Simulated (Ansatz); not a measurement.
GeSiH₃OF₃, SMILES [F][Ge]([F])([F])[O][SiH3], singlet, geometry in Å:

```xyz
9

F      2.7186    -0.7520    -0.0747
Ge     1.1202    -0.8471    -0.6389
F      0.9955     0.1235    -2.0331
F      0.8333    -2.4575    -1.0934
O      0.0169    -0.3500     0.5718
Si    -1.1487     0.8143     0.7631
H     -2.2016     0.6422    -0.2670
H     -0.5372     2.1595     0.6364
H     -1.7085     0.6209     2.1188
```

Kohn-Sham orbital energies near the frontier, CAM-B3LYP/def2-TZVPP, the Ansatz code, at a PBE0-D4/def2-TZVP geometry (a minimum by its frequencies), isolated molecule; empty levels in grey, levels within 0.03 eV side by side.

Where do the frontier orbitals lie?

Answer. HOMO at −11.12 eV, LUMO at −0.39 eV, 10.73 eV apart.

How far below the HOMO does the next level lie?

Answer. 0.15 eV.

List the levels.

Answer.
```tsv
orbital	energy (eV)
LUMO+3	2.19
LUMO+2	2.17
LUMO+1	1.35
LUMO	−0.39
HOMO	−11.12
HOMO−1	−11.27
HOMO−2	−13.27
HOMO−3	−13.30
HOMO−4	−13.79
HOMO−5	−13.99
HOMO−6	−14.04
HOMO−7	−14.07
HOMO−8	−14.40
HOMO−9	−14.42
```

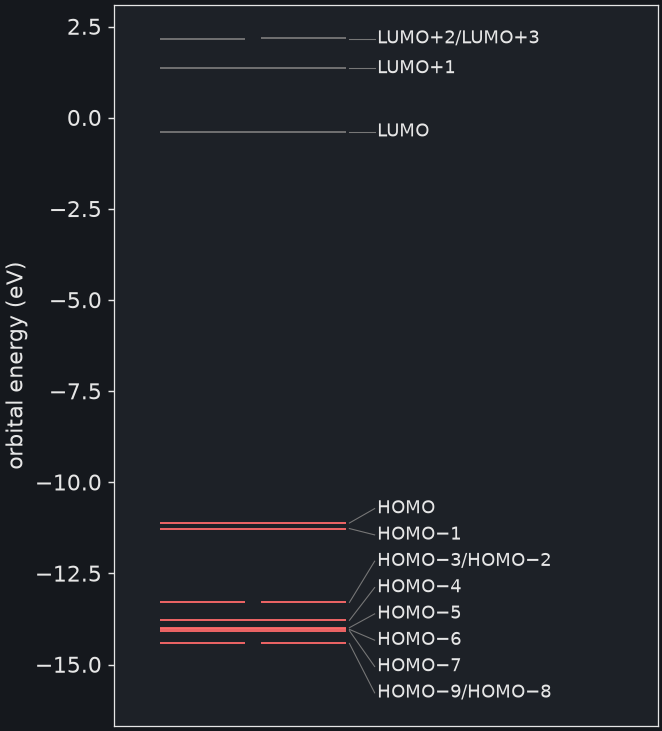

Known limits of this run: no scalar relativity up to krypton; empty levels above zero depend strongly on the basis.
